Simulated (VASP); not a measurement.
Here is the system:

```yaml
crystal:
  lattice:
    - [3.15218, 0.00000, 0.00000]
    - [0.00000, 1.68012, 4.46570]
    - [0.00000, -1.68012, 4.46570]
  atoms:
    - { symbol: Hf, position: [0.50000, 0.85345, 0.85345] }
    - { symbol: Ta, position: [0.00000, 0.14204, 0.14204] }
    - { symbol: B, position: [0.50000, 0.56095, 0.56095] }
    - { symbol: B, position: [0.00000, 0.44822, 0.44822] }
```

All values below come from PBEsol GGA, VASP's PBE PAW potentials (set 64) (plane waves; VASP). Settings: 520 eV cut-off, 11×11×11 Γ-centred mesh, tetrahedra with Blöchl corrections, potentials Hf_pv Ta_pv B.

Unless said otherwise, spin-orbit coupling is left out, though it shifts the bands of the heavy elements here.

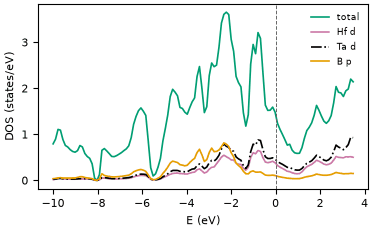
Figure: Total and projected density of states, zero at the Fermi level

Within 2 eV below the Fermi level the largest weight inside VASP's projection spheres is Ta d, then Hf d.

It has no gap at this level: it comes out as a metal or semimetal.

The structure comes from a computed database's HfTaB2 entry (Amm2); how it stands against other phases isn't given here. It was relaxed first. The electron count is odd and the run is not spin-polarised, which forces a metal.
